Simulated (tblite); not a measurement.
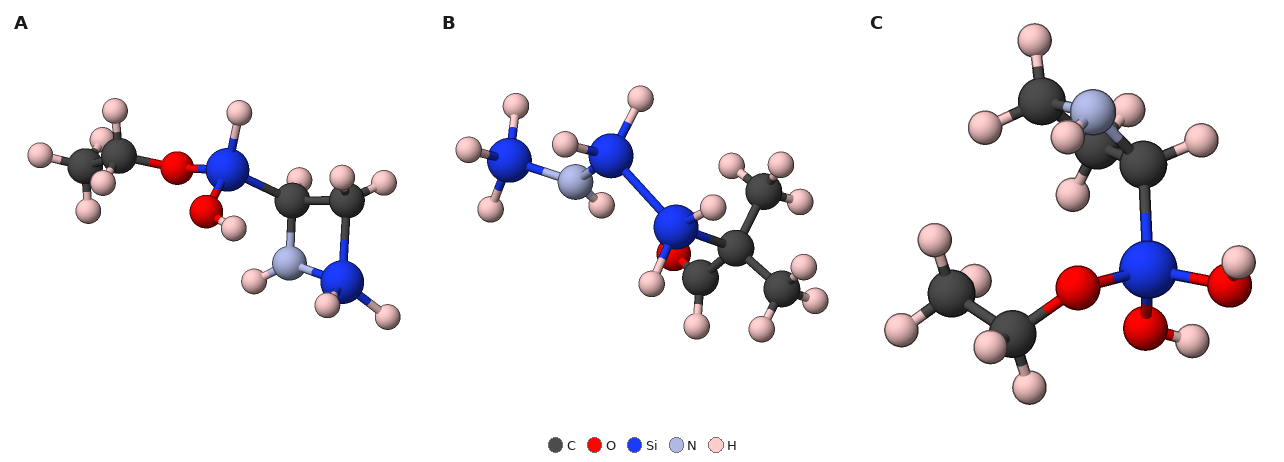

Source: calculation with tblite.

**Match each picture to its SMILES.**
(1) CCO[Si@@H](O)[C@H]1C[SiH2]N1
(2) CC(C)(C=O)[SiH2][SiH2]N[SiH3]
(3) CCO[Si](O)(O)[C@H]1CCN1

A is (1), B is (2), C is (3).
